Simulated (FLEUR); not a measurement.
# free Ni(111) film, 3 layers: parallel and opposed starts, part 2 of 3

Does free Ni(111) film, 3 layers prefer parallel or opposed moments?

FLEUR MaX-R8.1; PBEsol; all-electron FLAPW film, Dirac cores, scalar-relativistic bands.

So far, largest spin moment in the muffin-tin sphere (μB): step 2 (run 1 (ferro +++)) 0.794.

## Step 3: Run 2 (ferri +-+)

Another pattern of signs weighs the neighbour shells otherwise.

File inp.xml:

```
<?xml version="1.0" encoding="UTF-8" standalone="no"?>
<fleurInput fleurInputVersion="0.39">
   <comment>
      Ni
   </comment>
   <calculationSetup>
      <cutoffs Kmax="3.66" Gmax="11.0" GmaxXC="11.0" numbands="0"/>
      <scfLoop itmax="120" minDistance="0.00002" maxIterBroyd="15" imix="Anderson" alpha="0.03" precondParam="0.0" spinf="2.0" sdNocoIR="T"/>
      <coreElectrons ctail="T" frcor="F" kcrel="1" coretail_lmax="0"/>
      <xcFunctional name="PBEs" relativisticCorrections="F"/>
      <magnetism jspins="2"/>
      <soc l_soc="F" theta="0.0" phi="0.0" spav="F"/>
      <expertModes spex="0" secvar="F"/>
      <geometryOptimization l_f="F" forcealpha="1.0" forcemix="BFGS" epsdisp="0.00001" epsforce="0.00001"/>
      <ldaU l_linMix="F" mixParam="0.05" spinf="1.0"/>
   </calculationSetup>
   <cell>
      <bzIntegration valenceElectrons="54.0" mode="hist" fermiSmearingEnergy="0.00183747">
         <kPointListSelection listName="default-1"/>
         <xi:include xmlns:xi="http://www.w3.org/2001/XInclude" href="kpts.xml"> </xi:include>
      </bzIntegration>
      <xi:include xmlns:xi="http://www.w3.org/2001/XInclude" href="sym.xml"> </xi:include>
      <filmLattice scale="1.0" dVac="12.97" dTilda="15.47">
         <bravaisMatrixFilm>
            <row-1>    4.7086300406703598     0.0000001262337051</row-1>
            <row-2>   -2.3543151296652853     4.0777931691130949</row-2>
         </bravaisMatrixFilm>
         <vacuumEnergyParameters vacuum="1" spinUp="-.25" spinDown="-.25"/>
      </filmLattice>
   </cell>
   <atomSpecies>
      <species name="Nickel (Ni1.000" element="Ni" atomicNumber="28">
         <mtSphere radius="2.24" gridPoints="741" logIncrement="0.016"/>
         <atomicCutoffs lmax="8" lnonsphr="6"/>
         <electronConfig flipSpins="F">
            <coreConfig>(1s1/2) (2s1/2) (2p1/2) (2p3/2)</coreConfig>
            <valenceConfig>(3s1/2) (3p1/2) (3p3/2) (4s1/2) (3d3/2) (3d5/2)</valenceConfig>
            <stateOccupation state="(3d3/2)" spinUp="1.6" spinDown="1.6"/>
            <stateOccupation state="(3d5/2)" spinUp="2.9" spinDown="1.9"/>
         </electronConfig>
         <energyParameters s="4" p="4" d="3" f="4"/>
         <lo type="SCLO" l="0" n="3" eDeriv="0"/>
         <lo type="SCLO" l="1" n="3" eDeriv="0"/>
      </species>
      <species name="Nickel (Ni-1.000" element="Ni" atomicNumber="28">
         <mtSphere radius="2.24" gridPoints="741" logIncrement="0.016"/>
         <atomicCutoffs lmax="8" lnonsphr="6"/>
         <electronConfig flipSpins="F">
            <coreConfig>(1s1/2) (2s1/2) (2p1/2) (2p3/2)</coreConfig>
            <valenceConfig>(3s1/2) (3p1/2) (3p3/2) (4s1/2) (3d3/2) (3d5/2)</valenceConfig>
            <stateOccupation state="(3d3/2)" spinUp="1.6" spinDown="1.6"/>
            <stateOccupation state="(3d5/2)" spinUp="1.9" spinDown="2.9"/>
         </electronConfig>
         <energyParameters s="4" p="4" d="3" f="4"/>
         <lo type="SCLO" l="0" n="3" eDeriv="0"/>
         <lo type="SCLO" l="1" n="3" eDeriv="0"/>
      </species>
   </atomSpecies>
   <atomGroups>
      <atomGroup species="Nickel (Ni1.000">
         <filmPos label="                   1">-1.000/6.000 1.000/6.000 -3.8446423657</filmPos>
         <filmPos label="                   3">1.000/6.000 -1.000/6.000 3.8446423657</filmPos>
         <force calculate="T" relaxXYZ="TTT"/>
      </atomGroup>
      <atomGroup species="Nickel (Ni-1.000">
         <filmPos label="                   2">1.000/2.000 1.000/2.000 .0000000000</filmPos>
         <force calculate="T" relaxXYZ="TTT"/>
      </atomGroup>
   </atomGroups>
   <output dos="F" band="F" slice="F">
      <bandDOS minEnergy="-.5*Htr" maxEnergy="0.5*Htr" sigma="0.015" storeEVData="T"/>
      <plotting iplot="0" polar="F">
         <plot TwoD="T" vec1="  1.0  0.0  0.0" vec2="  0.0  1.0  0.0" vec3="  0.0  0.0  1.0" zero="  0.0  0.0 -0.5" file="plot"/>
      </plotting>
      <moessbauerParams electricFieldGradient="F" isomerShift="T" coreHyperfine="T" valenceHyperfine="T"/>
   </output>
</fleurInput>
```

File crystal.txt:

```
Ni
&input film=T cartesian=F /
2.49169971213  0.00000006680  0.00000000000
-1.24584991392  2.15787521590  0.00000000000
0.00000000000  0.00000000000  1.00000000000
1.8897261246
1.0 1.0 1.0

3
28 0.00000000000  0.00000000000  -3.84464236570 : 1.000
28 0.66666666667  0.33333333333  0.00000000000 : -1.000
28 0.33333333333  0.66666666667  3.84464236570 : 1.000

&kpt div1=12 div2=12 div3=1 gamma=T /
```

Launch:

```bash
> OMP_NUM_THREADS=1 inpgen -f crystal.txt > inpgen.log  # inp.xml is then edited as shown
> OMP_NUM_THREADS=1 mpirun -n 4 fleur_MPI > fleur.log
```

The log of the run:

```text
[banner, memory and clock lines left out]
Welcome to FLEUR        (www.flapw.de)
      MaX-Release 8.1          (www.max-centre.eu)

 ========== k-point set info ==========
 Selected k-point list: default-1
 k-point list type: mesh
 0 x 0 x 0
 Number of k points: 20

 ------------Calculation Setup---------------------------
 Number of PE/node        :            4
 Number of OMP-threads    :            1
 k-points in parallel     :            4
 pe's per k-point         :            1
 No of k-point loops      :            5
 Eigenvalue solver        :       lapack
 Number of basis functions:          273
 Approximate size of matrices (H+S) per k-point:         0.001 GB
 [... lines of the core solver left out ...]
 Iteration:     1   Distance:      24.75592844 me/bohr^3
 Iteration:     2   Distance:      16.67999230 me/bohr^3
 Iteration:     3   Distance:      18.45632898 me/bohr^3
 Iteration:     4   Distance:      23.96233450 me/bohr^3
 Iteration:     5   Distance:      18.17151583 me/bohr^3
 Iteration:     6   Distance:      18.96103196 me/bohr^3
 Iteration:     7   Distance:      12.48382386 me/bohr^3
 Iteration:     8   Distance:      19.06866065 me/bohr^3
 Iteration:     9   Distance:      16.46954524 me/bohr^3
 Iteration:    10   Distance:      20.33624234 me/bohr^3
[... 30 iterations left out ...]
 Iteration:    41   Distance:       0.00224589 me/bohr^3
 Iteration:    42   Distance:       0.00089070 me/bohr^3
 Iteration:    43   Distance:       0.00034177 me/bohr^3
 Iteration:    44   Distance:       0.00029010 me/bohr^3
 Iteration:    45   Distance:       0.00027151 me/bohr^3
 Iteration:    46   Distance:       0.00017563 me/bohr^3
 Iteration:    47   Distance:       0.00012768 me/bohr^3
 Iteration:    48   Distance:       0.00006459 me/bohr^3
 Iteration:    49   Distance:       0.00002365 me/bohr^3
 Iteration:    50   Distance:       0.00001369 me/bohr^3

 ********************************************************************
 Run finished successfully
 Stop message:
   all done
 ********************************************************************

--- out.xml (last complete iteration) ---
<iteration numberForCurrentRun="   50" overallNumber="   50">
         [... left out ...]
         <bandgap value="0.0014544546" units="eV"/>
         <sumValenceSingleParticleEnergies value="-77.0799072662" units="Htr"/>
         <FermiEnergy value="-0.1886330096" units="Htr"/>
         <valenceDensity>
            <mtCharges spin="1">
               <mtCharge atomType="1" total="8.8090488" s="1.2034520" p="3.1340920" d="4.4603080" f="0.0084949"/>
               <mtCharge atomType="2" total="8.8808380" s="1.2016609" p="3.1757917" d="4.4879932" f="0.0117936"/>
            </mtCharges>
            <mtCharges spin="2">
               <mtCharge atomType="1" total="8.0694815" s="1.2039950" p="3.1485828" d="3.7054289" f="0.0088296"/>
               <mtCharge atomType="2" total="8.0871244" s="1.2048103" p="3.1917692" d="3.6742376" f="0.0127627"/>
            </mtCharges>
            <spinDependentCharge spin="1" total="28.0890653" interstitial="1.4995897" mtSpheres="26.4989355" vacuum1="0.0452701"/>
            <spinDependentCharge spin="2" total="25.9109349" interstitial="1.5892998" mtSpheres="24.2260874" vacuum1="0.0477738"/>
            <totalCharge value="54.0000002423"/>
         </valenceDensity>
         [... left out ...]
         <magneticMomentsInMTSpheres units="muBohr">
            <globalMagMoment atomType="1" vec="0.00000   0.00000   0.73957"/>
            <localMagMoment atomType="1" vec="0.00000   0.00000   0.73957"/>
            <globalMagMoment atomType="2" vec="0.00000   0.00000   0.79372"/>
            <localMagMoment atomType="2" vec="0.00000   0.00000   0.79372"/>
         </magneticMomentsInMTSpheres>
         [... left out ...]
         <totalEnergy value="    -4558.6020235642" units="Htr">
            <sumOfEigenvalues value="    -2657.1545119652">
               <coreElectrons value="-2580.0746046989"/>
               <valenceElectrons value="-77.0799072662"/>
            </sumOfEigenvalues>
            <densityCoulombPotentialIntegral value="-7042.8655755475"/>
            <densityEffectivePotentialIntegral value="-7287.6278131214"/>
            <chargeDenXCDenIntegral value="-186.7718019197"/>
            <FockExchangeEnergyValence value="0.0000000000"/>
            <FockExchangeEnergyCore value="0.0000000000"/>
         [... left out ...]
            <tkbTimesEntropy value="0.0017745609"/>
            <freeEnergy value="-4558.6037981251"/>
            <extrapolationTo0K value="-4558.6029108446"/>
         </totalEnergy>
         <densityConvergence units="me/bohr^3">
            <chargeDensity spin="1" distance="0.0000040175"/>
            <chargeDensity spin="2" distance="0.0000110433"/>
            <overallChargeDensity distance="0.0000094253"/>
            <spinDensity distance="0.0000136878"/>
         </densityConvergence>
      </iteration>
```

The job ended after 65 s (4 MPI ranks of Arm Neoverse N1, shared host; peak memory 0.26 GiB; 4.3 min of CPU time).

Spin moment in the muffin-tin sphere by atom:

```
atom  spin moment in the muffin-tin sphere (μB)
 Ni1                                      0.740
 Ni2                                      0.794
 Ni3                                      0.740
```

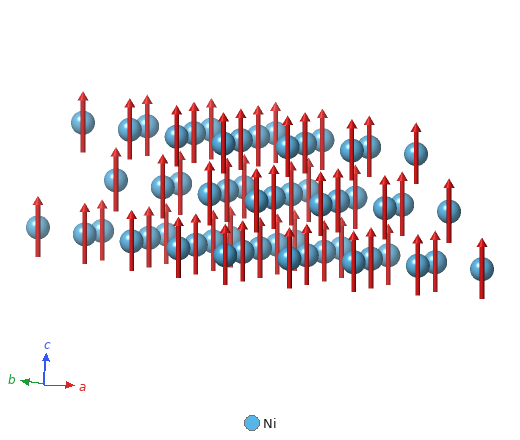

Spin moment in the muffin-tin sphere as arrows, the longest 0.794 μB. Up and down stand for the sign. Arrows give size and sign along the axis of quantisation, drawn up and down the page. 4×4×1 cells are drawn. Some periodic images of atoms are drawn too.

Read from the output:

```yaml
free_energy: -124045.9287 eV
program_s_band_gap_on_this_mesh_in_a_metal_only_a_level_spacing: 0.001454 eV
magnetization: 2.178 μB
final_state: ferromagnetic
```

The typed pattern was not kept: a seeded moment turned or collapsed.

It lies level with the first start, and its largest moment is 0.794 μB against 0.794 μB.

## Step 4: Start 3: no spin polarisation

Without spin polarisation no moment can form, so the difference from the other runs is what forming moments gains.

Changes to inp.xml since step 3:

```diff
@@ -10,3 +10,3 @@
       <xcFunctional name="PBEs" relativisticCorrections="F"/>
-      <magnetism jspins="2"/>
+      <magnetism jspins="1"/>
       <soc l_soc="F" theta="0.0" phi="0.0" spav="F"/>
@@ -31,3 +31,3 @@
    <atomSpecies>
-      <species name="Nickel (Ni1.000" element="Ni" atomicNumber="28">
+      <species name="Nickel (Ni)" element="Ni" atomicNumber="28">
          <mtSphere radius="2.24" gridPoints="741" logIncrement="0.016"/>
@@ -37,17 +37,4 @@
             <valenceConfig>(3s1/2) (3p1/2) (3p3/2) (4s1/2) (3d3/2) (3d5/2)</valenceConfig>
-            <stateOccupation state="(3d3/2)" spinUp="1.6" spinDown="1.6"/>
-            <stateOccupation state="(3d5/2)" spinUp="2.9" spinDown="1.9"/>
-         </electronConfig>
-         <energyParameters s="4" p="4" d="3" f="4"/>
-         <lo type="SCLO" l="0" n="3" eDeriv="0"/>
-         <lo type="SCLO" l="1" n="3" eDeriv="0"/>
-      </species>
-      <species name="Nickel (Ni-1.000" element="Ni" atomicNumber="28">
-         <mtSphere radius="2.24" gridPoints="741" logIncrement="0.016"/>
-         <atomicCutoffs lmax="8" lnonsphr="6"/>
-         <electronConfig flipSpins="F">
-            <coreConfig>(1s1/2) (2s1/2) (2p1/2) (2p3/2)</coreConfig>
-            <valenceConfig>(3s1/2) (3p1/2) (3p3/2) (4s1/2) (3d3/2) (3d5/2)</valenceConfig>
-            <stateOccupation state="(3d3/2)" spinUp="1.6" spinDown="1.6"/>
-            <stateOccupation state="(3d5/2)" spinUp="1.9" spinDown="2.9"/>
+            <stateOccupation state="(3d3/2)" spinUp="1.600000" spinDown="1.600000"/>
+            <stateOccupation state="(3d5/2)" spinUp="2.400000" spinDown="2.400000"/>
          </electronConfig>
@@ -59,3 +46,3 @@
    <atomGroups>
-      <atomGroup species="Nickel (Ni1.000">
+      <atomGroup species="Nickel (Ni)">
          <filmPos label="                   1">-1.000/6.000 1.000/6.000 -3.8446423657</filmPos>
@@ -64,3 +51,3 @@
       </atomGroup>
-      <atomGroup species="Nickel (Ni-1.000">
+      <atomGroup species="Nickel (Ni)">
          <filmPos label="                   2">1.000/2.000 1.000/2.000 .0000000000</filmPos>
```

File crystal.txt:

```
Ni
&input film=T cartesian=F /
2.49169971213  0.00000006680  0.00000000000
-1.24584991392  2.15787521590  0.00000000000
0.00000000000  0.00000000000  1.00000000000
1.8897261246
1.0 1.0 1.0

3
28 0.00000000000  0.00000000000  -3.84464236570
28 0.66666666667  0.33333333333  0.00000000000
28 0.33333333333  0.66666666667  3.84464236570

&kpt div1=12 div2=12 div3=1 gamma=T /
```

The log of the run:

```text
[banner, memory and clock lines left out]
Welcome to FLEUR        (www.flapw.de)
      MaX-Release 8.1          (www.max-centre.eu)

 ========== k-point set info ==========
 Selected k-point list: default-1
 k-point list type: mesh
 0 x 0 x 0
 Number of k points: 20

 [... set-up left out ...]
 Iteration:     1   Distance:      26.15479211 me/bohr^3
 Iteration:     2   Distance:      16.43837080 me/bohr^3
 Iteration:     3   Distance:      19.58735695 me/bohr^3
 Iteration:     4   Distance:      17.01644661 me/bohr^3
 Iteration:     5   Distance:      15.02535548 me/bohr^3
[...]
<FermiEnergy value="-0.1938862195" units="Htr"/>
         [... left out ...]
         <totalEnergy value="    -4558.5921892825" units="Htr">
            <sumOfEigenvalues value="    -2656.7766885943">
               <coreElectrons value="-2579.9414299391"/>
               <valenceElectrons value="-76.8352586552"/>
            </sumOfEigenvalues>
         [... left out ...]
            <freeEnergy value="-4558.5960754540"/>
            <extrapolationTo0K value="-4558.5941323682"/>
         </totalEnergy>
         <densityConvergence units="me/bohr^3">
            <chargeDensity spin="1" distance="0.0000188917"/>
         </densityConvergence>
      </iteration>
```

The job ended after 27 s (4 MPI ranks; peak memory 0.21 GiB).

This step gave:

- free energy: -124045.7185 eV
- program's band gap on this mesh (in a metal only a level spacing): 0.001531 eV
- final state: non-magnetic (no spin polarisation)

It lies 70.0 meV a seeded atom over the first start.

## Step 5: The states side by side

Free energies are divided by the number of seeded atoms.

Orders:

```
               start    final state  typed order kept  energy over the lowest (meV a seeded atom)  largest sphere moment (μB)  net moment (μB a primitive cell)  mesh matched  CPU time (s)
           ferro +++  ferromagnetic               yes                                           0                      0.7937                             2.178           yes           165
           ferri +-+  ferromagnetic                no                                           0                      0.7937                             2.178           yes         257.7
no spin polarisation   non-magnetic                 -                                       70.05                           0                                 0           yes         106.4
```

[end of part 2 of 3]

[Logs and program files are shortened in this print: banners, set-up blocks, solver, clock and traceback lines can be left out without a mark of their own.]

[Logs are printed without paths, hosts, clocks, repeated set-up lines and the standing remarks that a program may print on its own settings, such as how far it seeks lower states.]

[Hosts, paths, dates, database ids (printed as entryN), source tags and the programs' standing remarks are cut or masked in the printed files.]

[Where a cell is said to come from a database of computed structures, the database is the Materials Project.]
